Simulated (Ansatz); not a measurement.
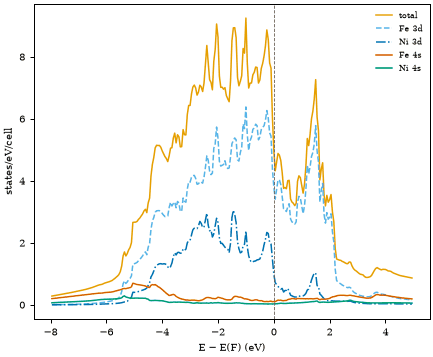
Figure. Total and projected density of states of Fe3Ni (Cu3Au type, Pm-3m), the program Ansatz at the PBEsol level (PAW)

Task: Which orbitals carry the states next to the Fermi level?

Result: Within 0.5 eV of the Fermi level: Fe 3d 75 %, Ni 3d 20 %. Projections are on Löwdin-orthogonalised atomic valence shells; empty p or d shells of many metals are not among them.

Task: Where is the tallest occupied peak in this window, and what makes it?

Result: Near -1.0 eV, about 9.2 states/eV per cell; the largest projected share is Fe 3d.

The workflow started from a Materials Project entry (that database holds measured and hypothetical structures alike); the Crystallography Open Database copy checked does not list it. Whether it is the stable phase at ambient conditions was not checked. The PBEsol relaxation kept the symmetry of its start; its stability against distortions is not shown here. The final state is ferromagnetic, chosen from 5 collinear starts compared on coarse meshes (ties went to the first, and starts can fall back to one state), not a proven ground state.

Potentials: the later of the program's two PAW sets.
